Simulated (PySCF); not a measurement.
# N2O (SMILES N#[N+][O-]) at B2PLYP/STO-6G

Aim: the vertical ionisation energy of N2O at B2PLYP/STO-6G, from 2 runs. The job is set up through a Python script.

The results are computed with PySCF 2.14.0.

7 further runs of the same task are left out: 7 set aside as unsound or not needed.

## (1) The molecule

The species is N2O (3 atoms), meant as a singlet with charge 0. SMILES: `N#[N+][O-]`. The coordinates come from a PBE0-D4/def2-TZVP relaxation.

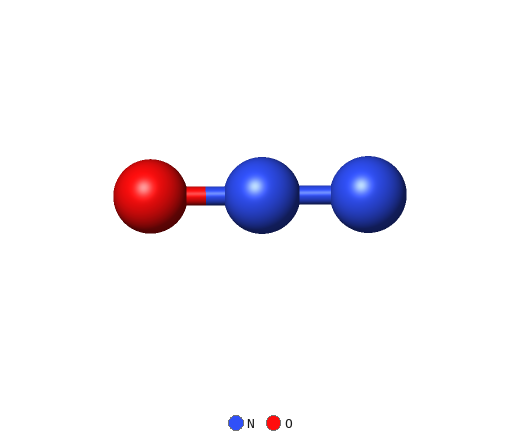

The structure, seen from a chosen angle (nitrogen blue, oxygen red).

## (2) A single-point energy at B2PLYP/STO-6G

Input file job.py:

```python
from pyscf import gto, dft, mp

mol = gto.M(
    atom='''
N     -0.966973     1.892183    -0.317285
N     -0.015874     0.031180    -0.005291
O      0.982847    -1.923363     0.322576
''',
    verbose=4,
    unit='bohr',
    basis='sto-6g',
    charge=0,
    max_memory=1860,
    spin=0,
)

myscf = dft.RKS(mol)
myscf.xc = '0.53*HF + 0.47*B88, 0.73*LYP'
myscf.grids.level = 5
myscf.conv_tol = 1e-10
myscf.kernel()
if not myscf.converged:
    myscf = myscf.newton().run(myscf.mo_coeff, myscf.mo_occ)

pt = mp.MP2(myscf, frozen=3).run()
energy = myscf.e_tot + 0.27 * pt.e_corr
print('PT2 part  %.8f' % (0.27 * pt.e_corr))
print('E(%s) = %.9f' % ('B2PLYP', energy))
```

Run with:

```sh
$ OMP_NUM_THREADS=1 python job.py
```

Log:

```text
PySCF version 2.14.0

[INPUT] num. atoms = 3
[INPUT] num. electrons = 22
[INPUT] charge = 0
[INPUT] spin (= nelec alpha-beta = 2S) = 0
[INPUT] symmetry False subgroup None
[INPUT] Mole.unit = bohr
[INPUT] Symbol           X                Y                Z      unit          X                Y                Z       unit  Magmom
[INPUT]  1 N     -0.511700075175   1.001300122490  -0.167899991367 AA   -0.966973000000   1.892183000000  -0.317285000000 Bohr   0.0
[INPUT]  2 N     -0.008400159046   0.016499745436  -0.002799876623 AA   -0.015874000000   0.031180000000  -0.005291000000 Bohr   0.0
[INPUT]  3 O      0.520100234221  -1.017799867927   0.170699867990 AA    0.982847000000  -1.923363000000   0.322576000000 Bohr   0.0

nuclear repulsion = 61.3478590084686
number of shells = 9
number of NR pGTOs = 90
number of NR cGTOs = 15
basis = sto-6g
ecp = {}

******** <class 'pyscf.dft.rks.RKS'> ********
method = RKS
initial guess = minao
damping factor = 0
level_shift factor = 0
DIIS = <class 'pyscf.scf.diis.CDIIS'>
diis_start_cycle = 1
diis_space = 8
diis_damp = 0
SCF conv_tol = 1e-10
SCF conv_tol_grad = None
SCF max_cycles = 50
direct_scf = True
direct_scf_tol = 1e-13
XC library pyscf.dft.libxc version 7.0.0
    S. Lehtola, C. Steigemann, M. J.T. Oliveira, and M. A.L. Marques.,  SoftwareX 7, 1–5 (2018)
XC functionals = 0.53*HF + 0.47*B88, 0.73*LYP
    A. D. Becke.,  Phys. Rev. A 38, 3098 (1988)
    C. Lee, W. Yang, and R. G. Parr.,  Phys. Rev. B 37, 785 (1988)
    B. Miehlich, A. Savin, H. Stoll, and H. Preuss.,  Chem. Phys. Lett. 157, 200 (1989)
radial grids:
    Treutler-Ahlrichs [JCP 102, 346 (1995); DOI:10.1063/1.469408] (M4) radial grids

becke partition: Becke, JCP 88, 2547 (1988); DOI:10.1063/1.454033
pruning grids: <function nwchem_prune>
grids dens level: 5
symmetrized grids: False
atomic radii adjust function: <function treutler_atomic_radii_adjust>
small_rho_cutoff = 0
Set gradient conv threshold to 1e-05
Initial guess from minao.
tot grids = 127208
init E= -184.51586540459
  HOMO = -0.285969084725267  LUMO = 0.105658385481385  gap/eV = 10.65673
cycle= 1 E= -183.436877877753  delta_E= 1.08  |g|= 0.713  |ddm|= 3.03
  HOMO = -0.251911924304612  LUMO = 0.0977252789434665  gap/eV = 9.51411
cycle= 2 E= -183.433977405971  delta_E= 0.0029  |g|= 0.722  |ddm|= 1.57
  HOMO = -0.308309499442128  LUMO = 0.13954844769251  gap/eV = 12.18684
cycle= 3 E= -183.555564247863  delta_E= -0.122  |g|= 0.215  |ddm|= 0.876
  HOMO = -0.29924569498563  LUMO = 0.135664579170567  gap/eV = 11.83451
cycle= 4 E= -183.568244404535  delta_E= -0.0127  |g|= 0.0238  |ddm|= 0.256
  HOMO = -0.301340862339246  LUMO = 0.138518466709771  gap/eV = 11.96918
cycle= 5 E= -183.568434991488  delta_E= -0.000191  |g|= 0.00817  |ddm|= 0.0415
  HOMO = -0.30088784095129  LUMO = 0.138169224133339  gap/eV = 11.94735
cycle= 6 E= -183.568452877138  delta_E= -1.79e-05  |g|= 0.000903  |ddm|= 0.00907
  HOMO = -0.300838399566125  LUMO = 0.138110082871294  gap/eV = 11.94440
cycle= 7 E= -183.568453100688  delta_E= -2.24e-07  |g|= 5.88e-05  |ddm|= 0.00134
  HOMO = -0.300844547171507  LUMO = 0.138116289316526  gap/eV = 11.94473
cycle= 8 E= -183.568453101652  delta_E= -9.65e-10  |g|= 5.68e-06  |ddm|= 7.84e-05
  HOMO = -0.300843862521674  LUMO = 0.138115925814671  gap/eV = 11.94470
cycle= 9 E= -183.568453101661  delta_E= -8.92e-12  |g|= 4.42e-07  |ddm|= 7.3e-06
  HOMO = -0.300843889430229  LUMO = 0.138115923024132  gap/eV = 11.94470
Extra cycle  E= -183.568453101662  delta_E= -1.71e-13  |g|= 7.09e-07  |ddm|= 1.21e-06
converged SCF energy = -183.568453101662

******** <class 'pyscf.mp.mp2.RMP2'> ********
nocc = 8, nmo = 12
frozen orbitals 3
E(RMP2) = -183.909230791567  E_corr = -0.340777689905102
E(SCS-RMP2) = -183.895567246984  E_corr = -0.327114145322383
E_corr(same-spin) = -0.0944066337273927
E_corr(oppo-spin) = -0.24637105617771
PT2 part  -0.09200998
E(B2PLYP) = -183.660463078
```

Wall time 2.2 s (1 thread of Arm Neoverse V1, shared host); peak memory 0.18 GiB.

## (3) The doublet cation

Input file mol.xyz:

```xyz
3

N     -0.511700     1.001300    -0.167900
N     -0.008400     0.016500    -0.002800
O      0.520100    -1.017800     0.170700
```

Input file job.py:

```python
from pyscf import gto, dft, mp

mol = gto.Mole()
mol.atom = 'mol.xyz'
mol.verbose = 4
mol.max_memory = 1860
mol.spin = 1
mol.charge = 1
mol.basis = 'sto-6g'
mol.build()

ks = dft.UKS(mol, xc='0.53*HF + 0.47*B88, 0.73*LYP')
ks.conv_tol = 1e-10
ks.grids.level = 5
ks.kernel()
if not ks.converged:
    ks = ks.newton().run(ks.mo_coeff, ks.mo_occ)

pt = mp.MP2(ks, frozen=3).run()
e_final = ks.e_tot + 0.27 * pt.e_corr
print('PT2 part  %.8f' % (0.27 * pt.e_corr))
print('E(%s) = %.9f' % ('B2PLYP', e_final))
```

Run with:

```sh
$ OMP_NUM_THREADS=1 python job.py
```

Log:

```text
PySCF version 2.14.0

[INPUT] num. atoms = 3
[INPUT] num. electrons = 21
[INPUT] charge = 1
[INPUT] spin (= nelec alpha-beta = 2S) = 1
[INPUT] symmetry False subgroup None
[INPUT] Mole.unit = angstrom
[INPUT] Symbol           X                Y                Z      unit          X                Y                Z       unit  Magmom
[INPUT]  1 N     -0.511700000000   1.001300000000  -0.167900000000 AA   -0.966972857940   1.892182768527  -0.317285016314 Bohr   0.0
[INPUT]  2 N     -0.008400000000   0.016500000000  -0.002800000000 AA   -0.015873699446   0.031180481055  -0.005291233149 Bohr   0.0
[INPUT]  3 O      0.520100000000  -1.017800000000   0.170700000000 AA    0.982846557386  -1.923363249582   0.322576249463 Bohr   0.0

nuclear repulsion = 61.3478617589491
number of shells = 9
number of NR pGTOs = 90
number of NR cGTOs = 15
basis = sto-6g
ecp = {}

******** <class 'pyscf.dft.uks.UKS'> ********
method = UKS
initial guess = minao
damping factor = 0
level_shift factor = 0
DIIS = <class 'pyscf.scf.diis.CDIIS'>
diis_start_cycle = 1
diis_space = 8
diis_damp = 0
SCF conv_tol = 1e-10
SCF conv_tol_grad = None
SCF max_cycles = 50
direct_scf = True
direct_scf_tol = 1e-13
number electrons alpha = 11  beta = 10
XC library pyscf.dft.libxc version 7.0.0
    S. Lehtola, C. Steigemann, M. J.T. Oliveira, and M. A.L. Marques.,  SoftwareX 7, 1–5 (2018)
XC functionals = 0.53*HF + 0.47*B88, 0.73*LYP
    A. D. Becke.,  Phys. Rev. A 38, 3098 (1988)
    C. Lee, W. Yang, and R. G. Parr.,  Phys. Rev. B 37, 785 (1988)
    B. Miehlich, A. Savin, H. Stoll, and H. Preuss.,  Chem. Phys. Lett. 157, 200 (1989)
radial grids:
    Treutler-Ahlrichs [JCP 102, 346 (1995); DOI:10.1063/1.469408] (M4) radial grids

becke partition: Becke, JCP 88, 2547 (1988); DOI:10.1063/1.454033
pruning grids: <function nwchem_prune>
grids dens level: 5
symmetrized grids: False
atomic radii adjust function: <function treutler_atomic_radii_adjust>
small_rho_cutoff = 0
Set gradient conv threshold to 1e-05
tot grids = 127208
init E= -184.515865716768
[... the frontier-level lines of each cycle are left out ...]


cycle= 1 E= -183.043680519429  delta_E= 1.47  |g|= 0.469  |ddm|= 2.17
cycle= 2 E= -183.061571717878  delta_E= -0.0179  |g|= 0.472  |ddm|= 1.06
cycle= 3 E= -183.177187498646  delta_E= -0.116  |g|= 0.0572  |ddm|= 0.531
cycle= 4 E= -183.179489785425  delta_E= -0.0023  |g|= 0.0561  |ddm|= 0.121
cycle= 5 E= -183.182515714004  delta_E= -0.00303  |g|= 0.01  |ddm|= 0.105
cycle= 6 E= -183.182708521703  delta_E= -0.000193  |g|= 0.00172  |ddm|= 0.0319
cycle= 7 E= -183.182714766171  delta_E= -6.24e-06  |g|= 0.000744  |ddm|= 0.00526
cycle= 8 E= -183.18271726095  delta_E= -2.49e-06  |g|= 0.000447  |ddm|= 0.00397
cycle= 9 E= -183.182719166128  delta_E= -1.91e-06  |g|= 0.000185  |ddm|= 0.00589
cycle= 10 E= -183.18271937298  delta_E= -2.07e-07  |g|= 6.64e-05  |ddm|= 0.00221
cycle= 11 E= -183.182719384719  delta_E= -1.17e-08  |g|= 1.8e-05  |ddm|= 0.000407
cycle= 12 E= -183.182719386078  delta_E= -1.36e-09  |g|= 5.99e-06  |ddm|= 0.000111
cycle= 13 E= -183.182719386221  delta_E= -1.42e-10  |g|= 1.49e-06  |ddm|= 4.04e-05
cycle= 14 E= -183.182719386225  delta_E= -3.87e-12  |g|= 2.74e-07  |ddm|= 5.84e-06
Extra cycle  E= -183.182719386225  delta_E= -1.42e-13  |g|= 1.32e-07  |ddm|= 7.52e-07
converged SCF energy = -183.182719386225  <S^2> = 0.79667379  2S+1 = 2.0461415

******** <class 'pyscf.mp.ump2.UMP2'> ********
nocc = (np.int64(8), np.int64(7)), nmo = (12, 12)
frozen orbitals 3
E(UMP2) = -183.438027034121  E_corr = -0.25530764789633
E(SCS-UMP2) = -183.430372996312  E_corr = -0.247653610087171
E_corr(same-spin) = -0.0677487316020289
E_corr(oppo-spin) = -0.187558916294301
PT2 part  -0.06893306
E(B2PLYP) = -183.251652451
```

Run time: 4.2 s. Hardware: 1 thread of Arm Neoverse V1, shared host; peak memory 0.18 GiB.

## (4) Summary of results

Level: B2PLYP/STO-6G, 3 core orbitals frozen.

| quantity | value |
| --- | --- |
| singlet N2O: total energy | -183.66046 Eh |
| singlet N2O: dipole moment (SCF part) | 0.28 D |
| singlet N2O: HOMO energy (SCF part's orbitals) | -8.19 eV |
| singlet N2O: LUMO energy (SCF part's orbitals) | 3.76 eV |
| singlet N2O: HOMO–LUMO gap (SCF part's orbitals) | 11.94 eV |
| doublet cation: total energy | -183.25165 Eh |
| doublet cation: HOMO energy (SCF part's orbitals) (highest over α and β) | -20.59 eV |
| doublet cation: LUMO energy (SCF part's orbitals) (lowest over α and β) | -12.82 eV |
| doublet cation: ⟨S²⟩ | 0.797 |
| vertical ionisation energy (to the doublet cation) | 11.124 eV |

**Reading.** Removing an electron at fixed nuclei costs 11.12 eV (257 kcal/mol). The negative HOMO energy of the first species, 8.19 eV, lies 2.94 eV below that difference. In a minimal basis such a difference can be off by several eV, whatever the method. Mulliken charges (doublet cation) run from +0.28 on N2 to +0.39 on N1; they depend strongly on the basis.
